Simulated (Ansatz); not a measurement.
# CH₄BOSb: shape, modes and thermochemistry

What shape does CH₄BOSb take? The plan is to relax it, check the end point by its vibrations and derive ideal-gas thermochemistry, and look at its orbitals and charge.

Computed with Ansatz 0.2.0, Gaussian basis. Level: RKS PBE0-D4/def2-TZVP.

Plan: relaxation at PBE-D4/def2-SVP; relaxation at PBE0-D4/def2-TZVP; harmonic vibrations at the same level; a single point in def2-TZVPP for the fields.

### 1 Starting geometry

SMILES `[OH][Sb]1[BH][CH2]1`, 8 atoms, charge 0, spin multiplicity 1.

Atoms are counted from 1 here; the program's logs count them from 0.

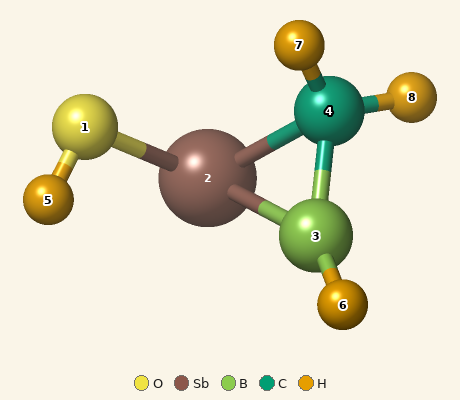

As it starts; oxygen yellow, antimony brown, boron green, carbon teal, hydrogen amber; atoms are numbered from 1 in the order of the file.

Geometry (Å):

```xyz
8
CH4BOSb
O    -0.5913    1.0571   -1.6643
Sb   -1.5129   -0.0483   -0.2528
B     0.3545    0.1797    1.1213
C     0.3072   -1.0298    0.1296
H    -0.6371    2.0085   -1.3116
H     1.0075    0.7859    1.9457
H     1.0086   -1.0198   -0.6813
H     0.1556   -1.9904    0.6576
```

The start is a force-field geometry with small random shifts, so a cheaper pass at PBE-D4/def2-SVP comes first. Sb takes the def2 core potential; no spin-orbit term is included.

### 2 Relaxation at PBE-D4/def2-SVP (cheap first pass)

in.yaml

```yaml
crystal:
  periodic: [false, false, false]
  atoms:
    - {symbol: O, position_ang: [-0.591300, 1.057100, -1.664300]}
    - {symbol: Sb, position_ang: [-1.512900, -0.048300, -0.252800]}
    - {symbol: B, position_ang: [0.354500, 0.179700, 1.121300]}
    - {symbol: C, position_ang: [0.307200, -1.029800, 0.129600]}
    - {symbol: H, position_ang: [-0.637100, 2.008500, -1.311600]}
    - {symbol: H, position_ang: [1.007500, 0.785900, 1.945700]}
    - {symbol: H, position_ang: [1.008600, -1.019800, -0.681300]}
    - {symbol: H, position_ang: [0.155600, -1.990400, 0.657600]}
basis:
  gaussian: {orbitals: def2-SVP}
hamiltonian: {xc: pbe, dispersion: d4}
relax: {f_tol: 0.03, max_steps: 200}
```

On the command line:

```
> ansatz run in.yaml --threads 2 --pin off --events-out ev --progress --plain --max-ram 4352MiB
```

Standard output (excerpt; [...] marks lines left out):

```text
Functional definition: PBE
  name "PBE"
  cite "Perdew, Burke & Ernzerhof, Phys. Rev. Lett. 77, 3865 (1996) doi:10.1103/PhysRevLett.77.3865"
  parent pbe
[...]
1003 factors; their error is unknown
[...]
mean field -10353.33503605 eV, -380.4780448322 hartree, gradient 5.4e-5 eV, S^2 0.000000; 0 other end points of the search recorded, 0 dependent functions left out
[...]
reference -10353.33506928 eV, -380.4780460535 hartree; 23, 23 occupied and 65, 65 virtual orbitals, 1003 factors
relax step   1: F+E_penalty+E_count = -10353.50940997 eV  Δ(F+E_penalty+E_count) = +0.000e0 eV  max|allowed force component| = 2.249e0 eV/Å  Δτ_max = 0.0000 Å  (28 SCF iters, accepted)
[...]
relax step   5: F+E_penalty+E_count = -10353.92926219 eV  Δ(F+E_penalty+E_count) = -5.619e-2 eV  max|allowed force component| = 1.410e0 eV/Å  Δτ_max = 0.1950 Å  (35 SCF iters, accepted)
[...]
relax step   9: F+E_penalty+E_count = -10355.05362879 eV  Δ(F+E_penalty+E_count) = -4.185e-1 eV  max|allowed force component| = 1.981e0 eV/Å  Δτ_max = 0.1947 Å  (35 SCF iters, accepted)
[...]
relax step  13: F+E_penalty+E_count = -10355.22488275 eV  Δ(F+E_penalty+E_count) = -1.307e-3 eV  max|allowed force component| = 1.890e-1 eV/Å  Δτ_max = 0.0251 Å  (29 SCF iters, accepted)
[...]
relax step  15: F+E_penalty+E_count = -10355.22663965 eV  Δ(F+E_penalty+E_count) = -4.097e-4 eV  max|allowed force component| = 4.297e-2 eV/Å  Δτ_max = 0.0214 Å  (30 SCF iters, accepted)
[...]
relax step  16: F+E_penalty+E_count = -10355.22690620 eV  Δ(F+E_penalty+E_count) = -2.666e-4 eV  max|allowed force component| = 1.310e-2 eV/Å  Δτ_max = 0.0078 Å  (31 SCF iters, accepted)
1003 factors; their error is unknown
mean field -10355.04408112 eV, -380.5408510801 hartree, gradient 2.4e-5 eV, S^2 0.000000; 1 other end points of the search recorded, 0 dependent functions left out
[...]
reference -10355.04411289 eV, -380.5408522477 hartree; 23, 23 occupied and 65, 65 virtual orbitals, 1003 factors
Total energy: -10355.22693797 eV, -380.5475709454 hartree
Atom 0 at    -0.083145     1.140877    -0.886077 Å, force    -0.000852     0.003306     0.004834 eV/Å
Atom 1 at    -1.804511    -0.454132    -0.370588 Å, force     0.005814    -0.000564     0.000502 eV/Å
Atom 2 at     0.273022     0.436421     0.354987 Å, force    -0.001506     0.013101     0.004215 eV/Å
Atom 3 at     0.322017    -1.082630     0.068829 Å, force    -0.004488    -0.010392     0.001689 eV/Å
Atom 4 at    -0.308155     2.074490    -0.699207 Å, force     0.001542    -0.001695     0.000335 eV/Å
Atom 5 at     0.495876     1.073599     1.363508 Å, force    -0.002224    -0.000561    -0.007371 eV/Å
Atom 6 at     0.789982    -1.502230    -0.838196 Å, force     0.001075    -0.003254    -0.004084 eV/Å
Atom 7 at     0.407014    -1.743496     0.950944 Å, force     0.000639     0.000061    -0.000119 eV/Å
Dipole moment:    -0.098603     0.194359    -0.021636 e Å
```

Wall time 29 s (2 threads of Arm Neoverse V1, shared host).

Along the way:

| step | energy from step 1 (eV) | largest force component (eV/Å) |
| --- | --- | --- |
| 1 | 0.0000 | 2.2493 |
| 2 | -0.2685 | 1.1640 |
| 3 | -0.3252 | 1.2766 |
| 4 | -0.3637 | 1.2640 |
| 5 | -0.4199 | 1.4100 |
| 6 | -0.4997 | 1.4312 |
| 7 | -0.7725 | 1.5086 |
| 8 | -1.1257 | 1.6260 |
| 9 | -1.5442 | 1.9806 |
| 10 | -1.6460 | 0.9131 |
| 11 | -1.6930 | 0.3912 |
| 12 | -1.7142 | 0.2537 |
| 13 | -1.7155 | 0.1890 |
| 14 | -1.7168 | 0.0473 |
| 15 | -1.7172 | 0.0430 |
| 16 | -1.7175 | 0.0131 |

Close pairs (by a distance rule), those that changed most:

| bond | before (Å) | after (Å) | change (Å) |
| --- | --- | --- | --- |
| O1–B3 | 3.070 | 1.471 | -1.599 |
| O1–Sb2 | 2.016 | 2.403 | +0.387 |
| Sb2–C4 | 2.103 | 2.261 | +0.158 |
| Sb2–B3 | 2.330 | 2.374 | +0.044 |
| O1–H5 | 1.016 | 0.978 | -0.037 |
| C4–H7 | 1.072 | 1.104 | +0.031 |
| B3–C4 | 1.565 | 1.547 | -0.018 |
| C4–H8 | 1.107 | 1.105 | -0.001 |

### 3 Geometry optimisation, PBE0-D4/def2-TZVP

in.yaml

```yaml
crystal:
  periodic: [false, false, false]
  atoms:
    - {symbol: O, position_ang: [-0.083145, 1.140877, -0.886077]}
    - {symbol: Sb, position_ang: [-1.804511, -0.454132, -0.370588]}
    - {symbol: B, position_ang: [0.273022, 0.436421, 0.354987]}
    - {symbol: C, position_ang: [0.322017, -1.082630, 0.068829]}
    - {symbol: H, position_ang: [-0.308155, 2.074490, -0.699207]}
    - {symbol: H, position_ang: [0.495876, 1.073599, 1.363508]}
    - {symbol: H, position_ang: [0.789982, -1.502230, -0.838196]}
    - {symbol: H, position_ang: [0.407014, -1.743496, 0.950944]}
basis:
  gaussian: {orbitals: def2-TZVP}
hamiltonian: {xc: pbe0, dispersion: d4}
relax: {f_tol: 0.005, max_steps: 150}
```

Launched as before.

Standard output (excerpt; [...] marks lines left out):

```text
Functional definition: PBE0
  name "PBE0"
  cite "Adamo & Barone, J. Chem. Phys. 110, 6158 (1999) doi:10.1063/1.478522"
  cite "Perdew, Burke & Ernzerhof, Phys. Rev. Lett. 77, 3865 (1996) doi:10.1103/PhysRevLett.77.3865"
  parent pbe
[...]
1117 factors; their error is unknown
[...]
mean field -10360.18470225 eV, -380.7297654222 hartree, gradient 4.3e-5 eV, S^2 0.000000; 0 other end points of the search recorded, 0 dependent functions left out
[...]
reference -10360.18473287 eV, -380.7297665476 hartree; 23, 23 occupied and 144, 144 virtual orbitals, 1117 factors
relax step   1: F+E_penalty+E_count = -10360.33717218 eV  Δ(F+E_penalty+E_count) = +0.000e0 eV  max|allowed force component| = 6.923e-1 eV/Å  Δτ_max = 0.0000 Å  (34 SCF iters, accepted)
[...]
reference -10360.23188113 eV, -380.7314992143 hartree; 23, 23 occupied and 144, 144 virtual orbitals, 1117 factors
Total energy: -10360.38429204 eV, -380.7371002117 hartree
Atom 0 at    -0.094483     1.131450    -0.863115 Å, force    -0.001453    -0.002542     0.003800 eV/Å
Atom 1 at    -1.773386    -0.459920    -0.384646 Å, force    -0.000036     0.001366    -0.000530 eV/Å
Atom 2 at     0.291509     0.434914     0.348796 Å, force     0.001412     0.001396    -0.004625 eV/Å
Atom 3 at     0.312279    -1.069839     0.072583 Å, force     0.002050     0.000589    -0.001907 eV/Å
Atom 4 at    -0.310824     2.054758    -0.694543 Å, force    -0.000498    -0.000769    -0.000395 eV/Å
Atom 5 at     0.499218     1.054810     1.345383 Å, force     0.000463    -0.000306    -0.000058 eV/Å
Atom 6 at     0.768197    -1.484637    -0.821335 Å, force    -0.000072     0.002635     0.002624 eV/Å
Atom 7 at     0.399590    -1.718637     0.941077 Å, force    -0.001866    -0.002369     0.001092 eV/Å
Dipole moment:    -0.003644     0.201072    -0.005212 e Å
```

Run time: 45 s. Hardware: 2 threads of Arm Neoverse V1, shared host.

The steps of the relaxation:

| step | energy from step 1 (eV) | largest force component (eV/Å) |
| --- | --- | --- |
| 1 | 0.0000 | 0.6923 |
| 2 | -0.0360 | 0.2792 |
| 3 | -0.0458 | 0.1616 |
| 4 | -0.0465 | 0.1026 |
| 5 | -0.0467 | 0.0676 |
| 6 | -0.0470 | 0.0369 |
| 7 | -0.0468 | 0.0644 |
| 8 | -0.0471 | 0.0051 |
| 9 | -0.0471 | 0.0046 |

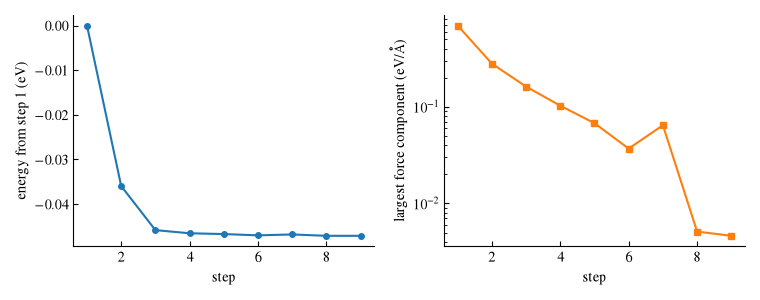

Energy and largest force along the relaxation.

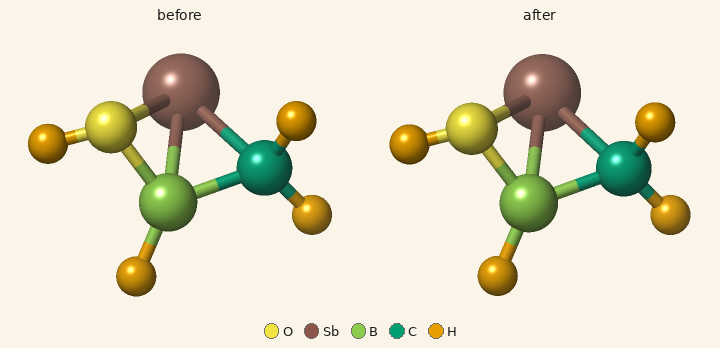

Before and after, at one scale.

Close pairs (by a distance rule), those that changed most:

| bond | before (Å) | after (Å) | change (Å) |
| --- | --- | --- | --- |
| O1–Sb2 | 2.403 | 2.362 | -0.040 |
| Sb2–C4 | 2.261 | 2.221 | -0.040 |
| B3–H6 | 1.214 | 1.192 | -0.022 |
| O1–B3 | 1.471 | 1.450 | -0.021 |
| C4–H8 | 1.105 | 1.088 | -0.018 |
| C4–H7 | 1.104 | 1.086 | -0.018 |
| B3–C4 | 1.547 | 1.530 | -0.017 |
| O1–H5 | 0.978 | 0.963 | -0.015 |

Mulliken charges at the end point, from the run's report:

| atom | value (e) |
| --- | --- |
| O1 | -0.40 |
| Sb2 | 0.21 |
| B3 | -0.07 |
| C4 | -0.40 |
| H5 | 0.35 |
| H6 | 0.01 |
| H7 | 0.15 |
| H8 | 0.14 |

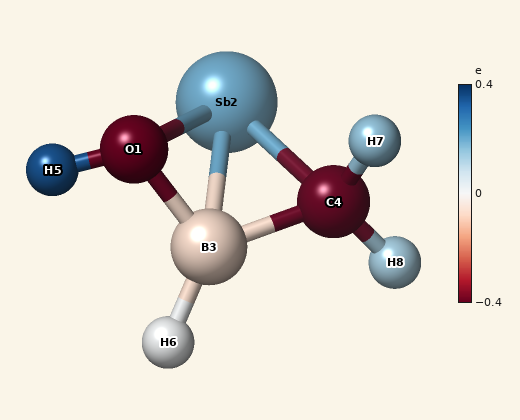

Mulliken charges at the end point, from the run's report, as colours on the atoms.

### 4 Harmonic vibrations

in.yaml

```yaml
crystal:
  periodic: [false, false, false]
  atoms:
    - {symbol: O, position_ang: [-0.094483, 1.131450, -0.863115]}
    - {symbol: Sb, position_ang: [-1.773386, -0.459920, -0.384646]}
    - {symbol: B, position_ang: [0.291509, 0.434914, 0.348796]}
    - {symbol: C, position_ang: [0.312279, -1.069839, 0.072583]}
    - {symbol: H, position_ang: [-0.310824, 2.054758, -0.694543]}
    - {symbol: H, position_ang: [0.499218, 1.054810, 1.345383]}
    - {symbol: H, position_ang: [0.768197, -1.484637, -0.821335]}
    - {symbol: H, position_ang: [0.399590, -1.718637, 0.941077]}
basis:
  gaussian: {orbitals: def2-TZVP}
hamiltonian: {xc: pbe0, dispersion: d4}
phonons: {temperatures: {t_min: 298.15, t_max: 900, t_step: 200}}
```

The command is unchanged.

Standard output (excerpt; [...] marks lines left out):

```text
Functional definition: PBE0
  name "PBE0"
  cite "Adamo & Barone, J. Chem. Phys. 110, 6158 (1999) doi:10.1063/1.478522"
  cite "Perdew, Burke & Ernzerhof, Phys. Rev. Lett. 77, 3865 (1996) doi:10.1103/PhysRevLett.77.3865"
  parent pbe
[...]
1117 factors; their error is unknown
[...]
mean field -10360.23185044 eV, -380.7314980864 hartree, gradient 3.7e-5 eV, S^2 0.000000; 0 other end points of the search recorded, 0 dependent functions left out
[...]
reference -10360.23188097 eV, -380.7314992081 hartree; 23, 23 occupied and 144, 144 virtual orbitals, 1117 factors
[...]
1117 factors; their error is unknown
mean field -10360.23180530 eV, -380.7314964274 hartree, gradient 1.8e-6 eV, S^2 0.000000; 0 other end points of the search recorded, 0 dependent functions left out
[...]
reference -10360.23183582 eV, -380.7314975490 hartree; 23, 23 occupied and 144, 144 virtual orbitals, 1117 factors
[...]
Atom 0 at    -0.094483     1.131450    -0.863115 Å, force    -0.001467    -0.002511     0.003794 eV/Å
Atom 1 at    -1.773386    -0.459920    -0.384646 Å, force    -0.000051     0.001367    -0.000524 eV/Å
Atom 2 at     0.291509     0.434914     0.348796 Å, force     0.001445     0.001415    -0.004590 eV/Å
Atom 3 at     0.312279    -1.069839     0.072583 Å, force     0.002054     0.000563    -0.001921 eV/Å
Atom 4 at    -0.310824     2.054758    -0.694543 Å, force    -0.000483    -0.000801    -0.000403 eV/Å
Atom 5 at     0.499218     1.054810     1.345383 Å, force     0.000440    -0.000304    -0.000069 eV/Å
Atom 6 at     0.768197    -1.484637    -0.821335 Å, force    -0.000075     0.002638     0.002626 eV/Å
Atom 7 at     0.399590    -1.718637     0.941077 Å, force    -0.001863    -0.002367     0.001087 eV/Å
Dipole moment:    -0.003644     0.201073    -0.005212 e Å
Vibrations: 213.08 308.54 371.18 497.17 719.18 760.60 812.73 825.99 896.70 943.68 981.45 1074.81 1229.99 1424.91 2661.92 3127.31 3205.69 3845.19 cm⁻¹, zero-point energy 1.481618 eV
```

It took 2.5 min on 2 threads of Arm Neoverse V1, shared host.

Motions are named by where the mode's potential energy lies. Wavenumbers, unscaled:

| mode | cm⁻¹ | motion |
| --- | --- | --- |
| 1 | 213 | Sb–O stretch with bend |
| 2 | 309 | bend |
| 3 | 371 | bend with Sb–C stretch |
| 4 | 497 | bend |
| 5 | 719 | bend |
| 6 | 761 | bend |
| 7 | 813 | bend |
| 8 | 826 | bend |
| 9 | 897 | bend |
| 10 | 944 | bend |
| 11 | 981 | bend with B–C stretch |
| 12 | 1075 | bend |
| 13 | 1230 | bend |
| 14 | 1425 | bend |
| 15 | 2662 | B–H stretch |
| 16 | 3127 | C–H stretch |
| 17 | 3206 | C–H stretch |
| 18 | 3845 | O–H stretch |

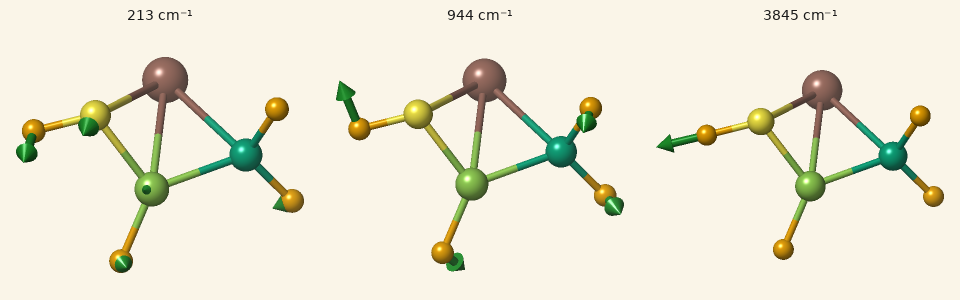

Displacements of 3 modes, as arrows.

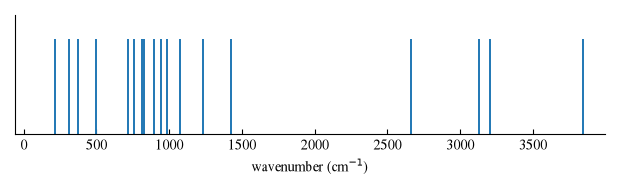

The harmonic wavenumbers as sticks (no intensities were computed).

From these modes and the moments of inertia (298.15 K, 1 bar, symmetry number 1):

| term | value |
| --- | --- |
| zero-point energy | 34.2 kcal/mol |
| H(298) − E | 37.8 kcal/mol |
| entropy, translation | 172.5 J/(mol K) |
| entropy, rotation | 108.0 J/(mol K) |
| entropy, vibration | 27.3 J/(mol K) |
| entropy, total | 307.8 J/(mol K) |

### 5 A single point for the fields

Edit in.yaml of step 4 so:

```diff
@@ -12,4 +12,4 @@
 basis:
-  gaussian: {orbitals: def2-TZVP}
+  gaussian: {orbitals: def2-TZVPP}
 hamiltonian: {xc: pbe0, dispersion: d4}
-phonons: {temperatures: {t_min: 298.15, t_max: 900, t_step: 200}}
+output: {orbitals: {seedname: orbitals}}
```

The command is unchanged.

Standard output:

```text
Functional definition: PBE0
  name "PBE0"
  cite "Adamo & Barone, J. Chem. Phys. 110, 6158 (1999) doi:10.1063/1.478522"
  cite "Perdew, Burke & Ernzerhof, Phys. Rev. Lett. 77, 3865 (1996) doi:10.1103/PhysRevLett.77.3865"
  parent pbe
  parameter a = 0.25
  parameter kappa = 0.804
  parameter beta = 0.06672455060314922
  exchange = (1 - a)*pbe_x(kappa = kappa, mu = beta*pi^2/3) + a*exact_x
  correlation = pbe_c(beta = beta)
1177 factors; their error is unknown
mean field evaluation 1: about -10344.3588 eV, gradient 8.0e1 eV
mean field evaluation 2: about -10265.9666 eV, gradient 1.7e2 eV
mean field evaluation 4: about -10359.5716 eV, gradient 1.7e1 eV
mean field evaluation 8: about -10360.1226 eV, gradient 1.1e-1 eV
mean field evaluation 16: about -10360.2927 eV, gradient 1.6e-3 eV
mean field -10360.29274986 eV, -380.7337360989 hartree, gradient 5.0e-5 eV, S^2 0.000000; 0 other end points of the search recorded, 0 dependent functions left out
reference -10360.29278065 eV, -380.7337372302 hartree; 23, 23 occupied and 176, 176 virtual orbitals, 1177 factors
Total energy: -10360.44519156 eV, -380.7393382278 hartree
```

It took 3.9 s on 2 threads of Arm Neoverse V1, shared host.

The fields below are evaluated on a grid from the run's orbitals.

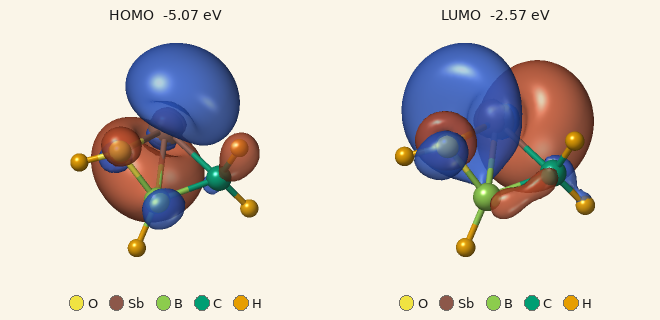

Frontier orbitals at PBE0-D4/def2-TZVPP; each surface holds 70 % of the orbital's density, blue and red mark the sign.

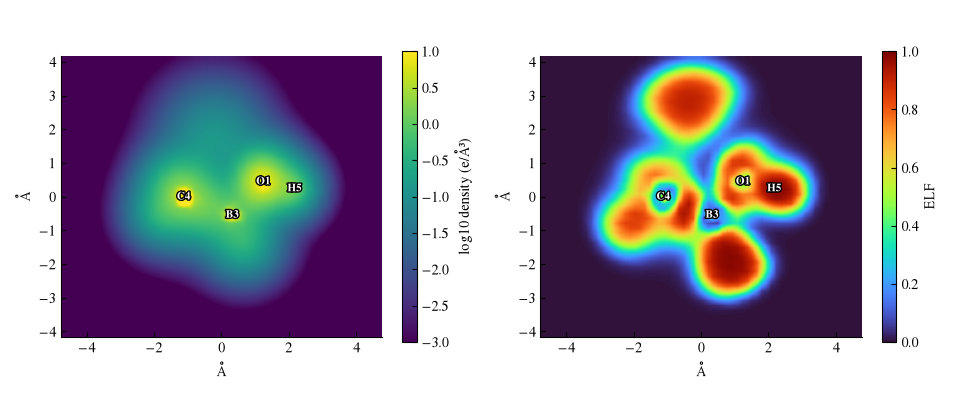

Density (left) and ELF (right) in a plane through or near 4 of the atoms.

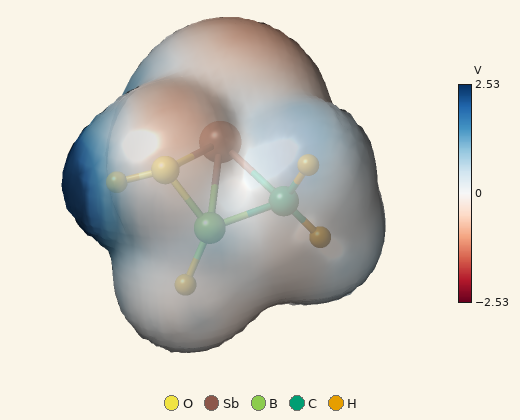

Electrostatic potential on the surface of density 0.002 e/bohr³; red is low, blue high. It runs, from the 1st to the 99th percentile, from -1.04 V near Sb2 to 2.53 V near H5.

### 6 Results

| quantity | value |
| --- | --- |
| point group | C1 |
| steps | 16 + 9 |
| shift from the start (rms) | 0.662 Å |
| total energy | -10360.3843 eV |
| dispersion term | -152 meV |
| dipole moment | 0.97 D |
| lowest, highest wavenumber | 213, 3845 cm⁻¹ |
| zero-point energy | 34.2 kcal/mol |
| entropy at 298.15 K | 307.8 J/(mol K) |
| HOMO, LUMO | -5.07, -2.57 eV |

What this shows: The atoms moved 0.66 Å (rms) from the start; the bond that changed most is O1–B3, from 3.070 to 1.450 Å. The bonds at the end are not those of the start, so the run found another structure. No mode is imaginary: a true minimum at this level. The stiffest mode, 3845 cm⁻¹, is an O–H stretch. Harmonic hybrid wavenumbers usually lie a few per cent above measured fundamentals. The largest Mulliken charge, -0.40 e, sits on C4. The HOMO lies mostly on Sb2 75 %; B3 8 % and the LUMO on Sb2 73 %; O1 12 %.
